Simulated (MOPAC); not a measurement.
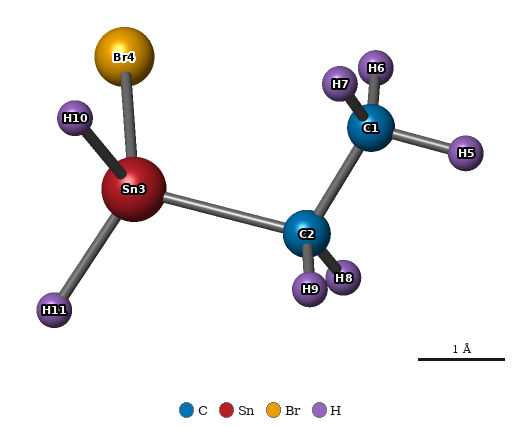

*The input geometry (ball-and-stick view, seen at a tilt; atoms are numbered from 1 in the order of the input). Sticks mark near contacts.*

**Geometry relaxation, with input and output: C2H7BrSn**

- system: C2H7BrSn, SMILES C[CH2][SnH2][Br]
- method: PM7, closed shell, dispersion built in, COSMO solvent water (MOPAC 23.2.5)

The geometry: force field.

**Input file (mol.mop)**
```
PM7 CYCLES=300 EPS=78.4 BFGS PRECISE GNORM=0.5 AUX(PRECISION=6) T=10M THREADS=1
PM7 optimise

C -0.044500 1 1.408800 1 0.243700 1
C 0.004600 1 0.338800 1 -0.800300 1
Sn 0.173400 1 -1.558700 1 0.164100 1
Br -1.741800 1 -1.956500 1 1.619900 1
H -0.189300 1 2.425500 1 -0.300200 1
H -0.983400 1 1.310600 1 0.874800 1
H 0.846300 1 1.471500 1 0.868400 1
H -0.866600 1 0.347800 1 -1.437200 1
H 0.898500 1 0.526600 1 -1.404700 1
H 1.647400 1 -1.547900 1 1.198100 1
H 0.320700 1 -2.823400 1 -1.006100 1
```

Machine: 1 thread of Arm Neoverse N1, 54 GiB of memory available, shared host.

Launch command:
```bash
mopac mol.mop
```

**Log**
```
MOPAC v23.2.5
PM7 CALCULATION RESULTS

 *  PM7        - The PM7 Hamiltonian to be used
 *  EPS=78.4   - USE COSMO IMPLICIT SOLVATION MODEL
 *  PRECISE    - TIGHTER CRITERIA TO BE USED
 *  BFGS       - USE THE BFGS GEOMETRY OPTIMIZER
 *  THREADS=1  - MULTI-THREADING NOT USED
 *  CYCLES=    - DO A MAXIMUM OF 300 STEPS
 *  GNORM      - EXIT WHEN GRADIENT NORM DROPS BELOW 0.500
 *  AUX        - OUTPUT AUXILIARY INFORMATION
PM7 CYCLES=300 EPS=78.4 BFGS PRECISE GNORM=0.5 AUX(PRECISION=6) T=10M THREADS=1
 PM7 optimise

   ATOM   CHEMICAL          X               Y               Z
  NUMBER   SYMBOL      (ANGSTROMS)     (ANGSTROMS)     (ANGSTROMS)

     1       C         -0.04450000  *   1.40880000  *   0.24370000  *
     2       C          0.00460000  *   0.33880000  *  -0.80030000  *
     3      Sn          0.17340000  *  -1.55870000  *   0.16410000  *
     4      Br         -1.74180000  *  -1.95650000  *   1.61990000  *
     5       H         -0.18930000  *   2.42550000  *  -0.30020000  *
     6       H         -0.98340000  *   1.31060000  *   0.87480000  *
     7       H          0.84630000  *   1.47150000  *   0.86840000  *
     8       H         -0.86660000  *   0.34780000  *  -1.43720000  *
     9       H          0.89850000  *   0.52660000  *  -1.40470000  *
    10       H          1.64740000  *  -1.54790000  *   1.19810000  *
    11       H          0.32070000  *  -2.82340000  *  -1.00610000  *

          CARTESIAN COORDINATES

    NO.       ATOM           X           Y           Z

     1         C         -0.0445      1.4088      0.2437
     2         C          0.0046      0.3388     -0.8003
     3        Sn          0.1734     -1.5587      0.1641
     4        Br         -1.7418     -1.9565      1.6199
     5         H         -0.1893      2.4255     -0.3002
     6         H         -0.9834      1.3106      0.8748
     7         H          0.8463      1.4715      0.8684
     8         H         -0.8666      0.3478     -1.4372
     9         H          0.8985      0.5266     -1.4047
    10         H          1.6474     -1.5479      1.1981
    11         H          0.3207     -2.8234     -1.0061

           Empirical Formula: C2 H7 Sn Br  =    11 atoms

      MOLECULAR POINT GROUP   :   C1

      RHF CALCULATION, NO. OF DOUBLY OCCUPIED LEVELS = 13

          Geometry optimization using BFGS

 ALL CONVERGERS ARE NOW FORCED ON
 SHIFT=10, PULAY ON, CAMP-KING ON
 AND ITERATION COUNTER RESET

 CYCLE:     1 TIME:   0.020 TIME LEFT:  9.99M  GRAD.:    27.319 HEAT: -12.35913

 ALL CONVERGERS ARE NOW FORCED ON
 SHIFT=10, PULAY ON, CAMP-KING ON
 AND ITERATION COUNTER RESET

 CYCLE:     2 TIME:   0.523 TIME LEFT:  9.98M  GRAD.:    25.100 HEAT: -12.71157
 CYCLE:     3 TIME:   0.016 TIME LEFT:  9.98M  GRAD.:    21.559 HEAT: -13.19718
 CYCLE:     4 TIME:   0.016 TIME LEFT:  9.98M  GRAD.:    12.165 HEAT: -13.59890
 CYCLE:     5 TIME:   0.012 TIME LEFT:  9.98M  GRAD.:     9.981 HEAT: -13.77838
 CYCLE:     6 TIME:   0.008 TIME LEFT:  9.98M  GRAD.:     6.941 HEAT: -13.88544
 CYCLE:     7 TIME:   0.012 TIME LEFT:  9.98M  GRAD.:     5.098 HEAT: -14.00012
 CYCLE:     8 TIME:   0.012 TIME LEFT:  9.98M  GRAD.:     4.826 HEAT: -14.05038
 CYCLE:     9 TIME:   0.012 TIME LEFT:  9.98M  GRAD.:     3.729 HEAT: -14.08393
 CYCLE:    10 TIME:   0.012 TIME LEFT:  9.98M  GRAD.:     2.563 HEAT: -14.13487
 CYCLE:    11 TIME:   0.012 TIME LEFT:  9.98M  GRAD.:     2.178 HEAT: -14.13602
 CYCLE:    12 TIME:   0.012 TIME LEFT:  9.98M  GRAD.:     2.235 HEAT: -14.14746
 CYCLE:    13 TIME:   0.012 TIME LEFT:  9.98M  GRAD.:     2.185 HEAT: -14.18336
 CYCLE:    14 TIME:   0.008 TIME LEFT:  9.98M  GRAD.:     1.518 HEAT: -14.22428
 CYCLE:    15 TIME:   0.020 TIME LEFT:  9.98M  GRAD.:     1.432 HEAT: -14.22523
 CYCLE:    16 TIME:   0.055 TIME LEFT:  9.98M  GRAD.:     1.427 HEAT: -14.22528

                    NO POINT LOWER IN ENERGY THAN THE STARTING POINT
                    COULD BE FOUND IN THE LINE MINIMIZATION
 CYCLE:    17 TIME:   0.078 TIME LEFT:  9.98M  GRAD.:     1.442 HEAT: -14.22528

                    NO POINT LOWER IN ENERGY THAN THE STARTING POINT
                    COULD BE FOUND IN THE LINE MINIMIZATION

                    SINCE COS WAS JUST RESET,THE SEARCH IS BEING ENDED

 -------------------------------------------------------------------------------
 PM7 CYCLES=300 EPS=78.4 BFGS PRECISE GNORM=0.5 AUX(PRECISION=6) T=10M THREADS=1
 PM7 optimise

     THE LINE MINIMIZATION FAILED TWICE IN A ROW.   TAKE CARE!
     SCF FIELD WAS ACHIEVED

                              PM7 CALCULATION

          FINAL HEAT OF FORMATION =        -14.22528 KCAL/MOL =     -59.51857 KJ/MOL
          VAN DER WAALS AREA      =        143.24 SQUARE ANGSTROMS

          DIELECTRIC ENERGY       =         -0.40619 EV
          COSMO AREA              =        143.24 SQUARE ANGSTROMS
          COSMO VOLUME            =        140.34 CUBIC ANGSTROMS

          GRADIENT NORM           =          1.42714          =       0.43030 PER ATOM
          IONIZATION POTENTIAL    =          9.988747 EV
          HOMO LUMO ENERGIES (EV) =         -9.989  1.354
          NO. OF FILLED LEVELS    =         13
          MOLECULAR WEIGHT        =        229.6713         POINT GROUP:  C1

          MOLECULAR DIMENSIONS (Angstroms)

            Atom       Atom       Distance
            H    11    H     5     5.38164
            H     9   Br     4     4.27588
            H     8    H    10     3.61923

          SCF CALCULATIONS        =         53

          WALL-CLOCK TIME         =      1.320 SECONDS
          COMPUTATION TIME        =      1.314 SECONDS

   ATOM   CHEMICAL          X               Y               Z
  NUMBER   SYMBOL      (ANGSTROMS)     (ANGSTROMS)     (ANGSTROMS)

     1       C         -0.08416575  *   1.49694194  *   0.22008743  *
     2       C          0.01821637  *   0.32238241  *  -0.74703661  *
     3      Sn          0.26618203  *  -1.62324558  *   0.11294058  *
     4      Br         -1.76831794  *  -1.91503769  *   1.53555353  *
     5       H         -0.17266023  *   2.44669864  *  -0.32524081  *
     6       H         -0.96248137  *   1.42822972  *   0.87282499  *
     7       H          0.79639154  *   1.58898132  *   0.86789902  *
     8       H         -0.86763334  *   0.31288908  *  -1.40182309  *
     9       H          0.87734150  *   0.46837950  *  -1.42654697  *
    10       H          1.59555537  *  -1.73665911  *   1.17725040  *
    11       H          0.19257911  *  -2.87407515  *  -1.04498616  *

                             CARTESIAN COORDINATES

   1    C       -0.084165746     1.496941940     0.220087430
   2    C        0.018216372     0.322382406    -0.747036612
   3   Sn        0.266182033    -1.623245575     0.112940582
   4   Br       -1.768317936    -1.915037693     1.535553532
   5    H       -0.172660227     2.446698644    -0.325240815
   6    H       -0.962481372     1.428229721     0.872824992
   7    H        0.796391542     1.588981319     0.867899024
   8    H       -0.867633340     0.312889085    -1.401823091
   9    H        0.877341499     0.468379500    -1.426546967
  10    H        1.595555375    -1.736659111     1.177250397
  11    H        0.192579108    -2.874075153    -1.044986155

           Empirical Formula: C2 H7 Sn Br  =    11 atoms

      MOLECULAR POINT GROUP   :   C1

                  EIGENVALUES
 -26.55205 -26.28709 -20.47363 -14.99130 -14.45184 -13.26432 -12.78037 -12.42434
 -11.98615 -11.36856 -10.70154 -10.22896  -9.98875   1.35417   3.51993   4.66019
   4.85972   5.35754   5.87200   6.05816   6.38729   7.20472   7.43153 269.61004
 269.83676 269.85810 270.56997 270.57196

              NET ATOMIC CHARGES AND DIPOLE CONTRIBUTIONS

  ATOM NO.   TYPE          CHARGE      No. of ELECS.   s-Pop       p-Pop       d-Pop
    1          C          -0.403568        4.4036     1.04493     3.35863
    2          C          -0.660628        4.6606     1.06171     3.59891
    3         Sn           1.067894        2.9321     0.86373     2.06837
    4         Br          -0.576950        7.5770     1.95070     5.62492     0.00133
    5          H           0.130102        0.8699     0.86990
    6          H           0.134552        0.8654     0.86545
    7          H           0.138373        0.8616     0.86163
    8          H           0.154133        0.8459     0.84587
    9          H           0.159533        0.8405     0.84047
   10          H          -0.073172        1.0732     1.07317
   11          H          -0.070269        1.0703     1.07027
 DIPOLE           X         Y         Z       TOTAL
 POINT-CHG.     5.575    -1.265    -2.987     6.449
 HYBRID        -1.020     1.214    -0.003     1.586
 SUM            4.554    -0.051    -2.990     5.448

          ATOMIC ORBITAL ELECTRON POPULATIONS

     Atom    s        px        py        pz      x^2-y^2     xz        z^2       yz        xy
    1  C   1.04493   1.16578   1.08006   1.11280
    2  C   1.06171   1.19032   1.23652   1.17207
    3 Sn   0.86373   0.61695   0.72554   0.72588
    4 Br   1.95070   1.76210   1.98389   1.87893   0.00028   0.00038   0.00027   0.00015   0.00025
    5  H   0.86990
    6  H   0.86545
    7  H   0.86163
    8  H   0.84587
    9  H   0.84047
   10  H   1.07317
   11  H   1.07027

 *                    *
 * JOB ENDED NORMALLY *
 *                    *

 TOTAL JOB TIME:             1.32 SECONDS

 == MOPAC DONE ==
```

**Trajectory as extended XYZ (Å, eV, eV/Å), 10 of the 17 frames kept, from step=0 to step=16**
```
11
Properties=species:S:1:pos:R:3:forces:R:3 step=0 energy=-0.53594
C    -0.0666    1.4446    0.2428   -0.2055   0.0780  -0.5565
C     0.0145    0.3088   -0.7930   -0.0779   0.3767   0.6561
Sn    0.2156   -1.5819    0.1821    0.2365  -0.0718  -0.3253
Br   -1.7699   -1.9684    1.6424    0.0658   0.0545  -0.0744
H    -0.1604    2.4042   -0.2764    0.0494   0.1709  -0.0185
H    -0.9600    1.3646    0.8606   -0.0663   0.0070   0.2399
H     0.8204    1.5183    0.8736    0.0393  -0.0333   0.0963
H    -0.8718    0.3549   -1.4479    0.1876  -0.1044  -0.0041
H     0.9016    0.4917   -1.4230   -0.1179  -0.2140  -0.1139
H     1.6070   -1.5605    1.1663   -0.0390  -0.0726   0.1174
H     0.2717   -2.8116   -0.9882   -0.0720  -0.1910  -0.0170
11
Properties=species:S:1:pos:R:3:forces:R:3 step=2 energy=-0.57228
C    -0.0738    1.4538    0.2253    0.0042   0.1060   0.5011
C     0.0111    0.3270   -0.7786   -0.0740  -0.3504  -0.0087
Sn    0.2323   -1.5861    0.1524   -0.0546   0.0429  -0.0943
Br   -1.7639   -1.9403    1.6278    0.0967   0.0481  -0.0979
H    -0.1493    2.4079   -0.2743   -0.0211   0.4844  -0.1909
H    -0.9581    1.3798    0.8800    0.0919   0.0225  -0.0491
H     0.8169    1.5123    0.8794   -0.1510   0.0189  -0.0990
H    -0.8655    0.3437   -1.4484    0.0852  -0.0239   0.0222
H     0.8924    0.4617   -1.4322   -0.0697  -0.0195  -0.0226
H     1.5943   -1.5708    1.1641    0.1172  -0.0961   0.1610
H     0.2393   -2.8303   -0.9963   -0.0249  -0.2329  -0.1217
11
Properties=species:S:1:pos:R:3:forces:R:3 step=4 energy=-0.59749
C    -0.0807    1.4651    0.2325    0.1757   0.1796  -0.0461
C     0.0051    0.3189   -0.7691    0.0270   0.0739   0.0762
Sn    0.2454   -1.5974    0.1252    0.0940  -0.1859  -0.0146
Br   -1.7452   -1.8866    1.5923   -0.0649  -0.0095   0.0233
H    -0.1463    2.4319   -0.2839   -0.0348   0.0090  -0.0230
H    -0.9540    1.3996    0.8893   -0.0467  -0.0105  -0.0217
H     0.8093    1.5359    0.8822   -0.1036  -0.0442  -0.1040
H    -0.8585    0.3339   -1.4470   -0.0907   0.0193   0.0278
H     0.8767    0.4425   -1.4380    0.0033   0.0975   0.0493
H     1.5900   -1.5989    1.1737    0.0274  -0.0992   0.0187
H     0.2054   -2.8653   -1.0157    0.0132  -0.0300   0.0142
11
Properties=species:S:1:pos:R:3:forces:R:3 step=5 energy=-0.60213
C    -0.0803    1.4720    0.2320    0.0114   0.0806  -0.1347
C     0.0043    0.3208   -0.7662    0.0203  -0.0168   0.0921
Sn    0.2512   -1.6103    0.1194    0.0435   0.0715   0.0091
Br   -1.7463   -1.8749    1.5854   -0.0543  -0.0209   0.0164
H    -0.1497    2.4394   -0.2877   -0.0148  -0.0570   0.0138
H    -0.9546    1.4027    0.8892   -0.0319   0.0094  -0.0372
H     0.8039    1.5331    0.8786    0.0268   0.0150  -0.0101
H    -0.8588    0.3338   -1.4456   -0.0899   0.0100   0.0608
H     0.8716    0.4489   -1.4361    0.0522   0.0805   0.0245
H     1.5899   -1.6171    1.1773    0.0186  -0.1030  -0.0049
H     0.2000   -2.8758   -1.0194    0.0181  -0.0694  -0.0297
11
Properties=species:S:1:pos:R:3:forces:R:3 step=7 energy=-0.60928
C    -0.0806    1.4833    0.2255   -0.0397   0.0355  -0.0070
C     0.0058    0.3235   -0.7598    0.0345  -0.0338  -0.0111
Sn    0.2597   -1.6213    0.1114   -0.0071   0.0972   0.0105
Br   -1.7560   -1.8803    1.5757    0.0270  -0.0124  -0.0409
H    -0.1582    2.4474   -0.2943    0.0032  -0.0237  -0.0523
H    -0.9570    1.4163    0.8784   -0.0430  -0.0041   0.0224
H     0.8037    1.5536    0.8706    0.0239   0.0007   0.0045
H    -0.8639    0.3334   -1.4372   -0.0076  -0.0219   0.1022
H     0.8709    0.4729   -1.4294    0.0381  -0.0196  -0.0058
H     1.5919   -1.6681    1.1814   -0.0300  -0.0532  -0.0426
H     0.2045   -2.8957   -1.0258    0.0007   0.0353   0.0200
11
Properties=species:S:1:pos:R:3:forces:R:3 step=9 energy=-0.61295
C    -0.0824    1.4906    0.2229   -0.0170   0.0151   0.0139
C     0.0107    0.3260   -0.7566    0.0324  -0.0182   0.0119
Sn    0.2643   -1.6199    0.1080   -0.0066  -0.0123  -0.0081
Br   -1.7563   -1.9008    1.5540   -0.0046  -0.0013  -0.0093
H    -0.1625    2.4496   -0.3044   -0.0074  -0.0013  -0.0512
H    -0.9614    1.4235    0.8748    0.0070  -0.0035   0.0094
H     0.8050    1.5691    0.8641   -0.0115  -0.0039   0.0154
H    -0.8676    0.3262   -1.4223    0.0127  -0.0090   0.0420
H     0.8763    0.4794   -1.4261   -0.0070  -0.0272  -0.0103
H     1.5903   -1.7127    1.1776    0.0118   0.0054   0.0010
H     0.2071   -2.8981   -1.0240   -0.0099   0.0561  -0.0148
11
Properties=species:S:1:pos:R:3:forces:R:3 step=11 energy=-0.61349
C    -0.0838    1.4935    0.2223    0.0131   0.0098  -0.0198
C     0.0147    0.3253   -0.7537    0.0043  -0.0041   0.0461
Sn    0.2656   -1.6196    0.1086   -0.0041  -0.0251   0.0070
Br   -1.7588   -1.9106    1.5423   -0.0219   0.0034   0.0119
H    -0.1661    2.4492   -0.3133   -0.0091  -0.0215  -0.0146
H    -0.9621    1.4246    0.8755    0.0093   0.0027  -0.0132
H     0.8012    1.5772    0.8659   -0.0039  -0.0004   0.0037
H    -0.8679    0.3202   -1.4123    0.0021  -0.0009  -0.0010
H     0.8782    0.4730   -1.4273   -0.0172   0.0058   0.0089
H     1.5910   -1.7266    1.1759    0.0286   0.0110   0.0173
H     0.1998   -2.8893   -1.0288   -0.0011   0.0195  -0.0464
11
Properties=species:S:1:pos:R:3:forces:R:3 step=12 energy=-0.61505
C    -0.0843    1.4953    0.2213    0.0236   0.0026  -0.0225
C     0.0172    0.3240   -0.7507   -0.0274   0.0007   0.0502
Sn    0.2659   -1.6210    0.1105    0.0021  -0.0176   0.0097
Br   -1.7631   -1.9141    1.5378   -0.0160   0.0044   0.0123
H    -0.1696    2.4481   -0.3196   -0.0010  -0.0252   0.0009
H    -0.9621    1.4259    0.8746   -0.0039   0.0045  -0.0133
H     0.7983    1.5823    0.8677    0.0040   0.0044  -0.0098
H    -0.8678    0.3166   -1.4065    0.0027  -0.0027  -0.0125
H     0.8780    0.4696   -1.4274   -0.0066   0.0155   0.0140
H     1.5931   -1.7323    1.1763    0.0169   0.0066   0.0115
H     0.1948   -2.8817   -1.0361    0.0056   0.0069  -0.0404
11
Properties=species:S:1:pos:R:3:forces:R:3 step=14 energy=-0.61686
C    -0.0842    1.4969    0.2201    0.0058   0.0015  -0.0068
C     0.0182    0.3224   -0.7471   -0.0175  -0.0003   0.0299
Sn    0.2662   -1.6232    0.1129    0.0046  -0.0001   0.0044
Br   -1.7683   -1.9150    1.5356   -0.0016   0.0021   0.0058
H    -0.1727    2.4467   -0.3252    0.0052  -0.0149   0.0012
H    -0.9625    1.4282    0.8728   -0.0080   0.0054  -0.0069
H     0.7964    1.5890    0.8679    0.0132  -0.0010  -0.0158
H    -0.8676    0.3129   -1.4018   -0.0010  -0.0050  -0.0169
H     0.8773    0.4684   -1.4266   -0.0096   0.0077   0.0250
H     1.5955   -1.7367    1.1772   -0.0007   0.0012   0.0019
H     0.1926   -2.8741   -1.0450    0.0096   0.0035  -0.0218
11
Properties=species:S:1:pos:R:3:forces:R:3 step=16 energy=-0.61687
C    -0.0842    1.4969    0.2201    0.0058   0.0015  -0.0068
C     0.0182    0.3224   -0.7471   -0.0175  -0.0003   0.0298
Sn    0.2662   -1.6232    0.1129    0.0048  -0.0002   0.0042
Br   -1.7683   -1.9150    1.5355   -0.0017   0.0020   0.0058
H    -0.1727    2.4467   -0.3252    0.0052  -0.0148   0.0012
H    -0.9625    1.4282    0.8728   -0.0080   0.0054  -0.0068
H     0.7964    1.5889    0.8679    0.0131  -0.0010  -0.0158
H    -0.8676    0.3129   -1.4018   -0.0010  -0.0050  -0.0168
H     0.8774    0.4684   -1.4266   -0.0096   0.0076   0.0250
H     1.5955   -1.7366    1.1772   -0.0007   0.0012   0.0018
H     0.1925   -2.8741   -1.0449    0.0096   0.0036  -0.0216
```

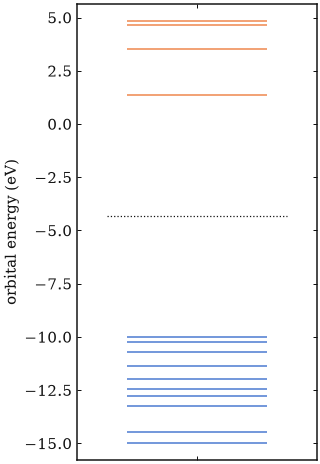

*Orbital energies near the frontier; the dotted line parts filled from empty levels, and levels within 0.02 eV of each other stand side by side.*

Highest filled −9.99 eV, lowest empty 1.35 eV, 11.34 eV apart.

**Summary**

| quantity | value |
| --- | --- |
| outcome | converged |
| heat of formation | −14.23 kcal/mol |
| basis functions | 28 |
| largest force | 0.035 eV/Å |
| HOMO | −9.99 eV |
| LUMO | 1.35 eV |
| dipole moment | 5.45 D |
| wall time | 1.6 s |
| peak memory | 0.072 GiB |

**Notes**

Notes on the run: THE LINE MINIMIZATION FAILED TWICE IN A ROW.   TAKE CARE!. MOPAC's energies along a path are heats of formation.
